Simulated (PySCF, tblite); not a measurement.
**CH₉ClO₂Si₃: geometry, infrared bands and NMR shifts**

Wanted: the infrared bands and NMR shifts of CH₉ClO₂Si₃ (`O[Si@@H](CCl)O[SiH2][SiH3]`), by calculation.

The runs use tblite 0.8.0 and PySCF 2.14.0, with density-fitted response routines of our own; the level of theory stands in each step. All values are computed, except where a source is named. Atoms count from 0, in the outputs and in this text.

## 1. The molecule as given

16 atoms, charge 0, multiplicity 1; geometry from: force field or distance geometry start.

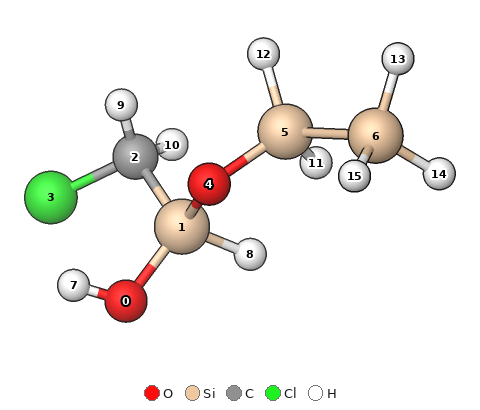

The starting geometry (oxygen red, silicon light orange, carbon grey, chlorine green, hydrogen white), atoms numbered; sticks join atoms by distance.

## 2. Relaxing the molecule with GFN2-xTB

The job: settings as JSON, then the geometry in Å.

```
{"job": {"kind": "relax", "xc": "GFN2-xTB", "basis": "xTB"}, "charge": 0, "multiplicity": 1}
O     -2.041300    -2.270800     0.450400
Si    -1.234900    -0.806600     0.118000
C     -2.338400     0.645300     0.379200
Cl    -3.984700     0.003600     0.660600
O      0.173900    -0.605600     1.113400
Si     1.103600     0.600600     0.297800
Si     3.285000     0.155600     0.305300
H     -2.646500    -2.176800     1.236100
H     -0.747300    -0.877500    -1.269000
H     -2.066700     1.270400     1.246300
H     -2.327200     1.254000    -0.546400
H      0.677100     0.625400    -1.113600
H      0.836800     1.945200     0.862900
H      3.976000     1.373200     0.751100
H      3.694400    -0.105400    -1.082900
H      3.632500    -1.021600     1.114300
```

Launch:

```
OMP_NUM_THREADS=1 python probes_run.py task.json out
```

This one command runs all jobs of the session in turn.

**Question.** This job is followed by: GFN2-xTB harmonic vibrations, gas phase; GIAO PBE0/pcSseg-1 NMR shielding, non-relativistic, gas phase. Predict these results of the whole session: strongest single infrared mode (GFN2-xTB); zero-point energy (GFN2-xTB); 13C shifts against TMS (PBE0/pcSseg-1); 1H shifts against TMS (PBE0/pcSseg-1, means over atoms taken as alike); 17O shifts against H2O (PBE0/pcSseg-1); 29Si shifts against TMS (PBE0/pcSseg-1); 35Cl shifts against HCl (PBE0/pcSseg-1).

**Answer**, as computed:

| quantity | value |
| --- | --- |
| strongest single infrared mode (GFN2-xTB) | 734 cm⁻¹, 684 km/mol |
| zero-point energy (GFN2-xTB) | 59.3 kcal/mol |
| 13C shifts against TMS (PBE0/pcSseg-1) | 34.2 ppm |
| 1H shifts against TMS (PBE0/pcSseg-1, means over atoms taken as alike) | 5.69, 5.67, 4.83, 3.57, 2.85, 2.73, 2.44 ppm |
| 17O shifts against H2O (PBE0/pcSseg-1) | 40.1, 36.2 ppm |
| 29Si shifts against TMS (PBE0/pcSseg-1) | -23.9, -39.1, -120.5 ppm |
| 35Cl shifts against HCl (PBE0/pcSseg-1) | -27 ppm |

The optimisation took 128 steps and gained 1.375 eV; among the close pairs (by a distance rule), Si1–O4 changed most, from 1.737 to 1.603 Å. The lowest mode is slightly imaginary (17i cm⁻¹), a soft motion within the noise of the Hessian, so the minimum is not strictly shown. The strongest single mode, at 734 cm⁻¹, has its largest shares on H8, H11 and H12 (the list is cut at 3 atoms). Unscaled tight-binding wavenumbers are off by several per cent, some by more. Its intensities can rank the bands wrongly. At PBE0/pcSseg-1: Shielding is most anisotropic at Cl3 (span 235 ppm, paramagnetic term -168 ppm).
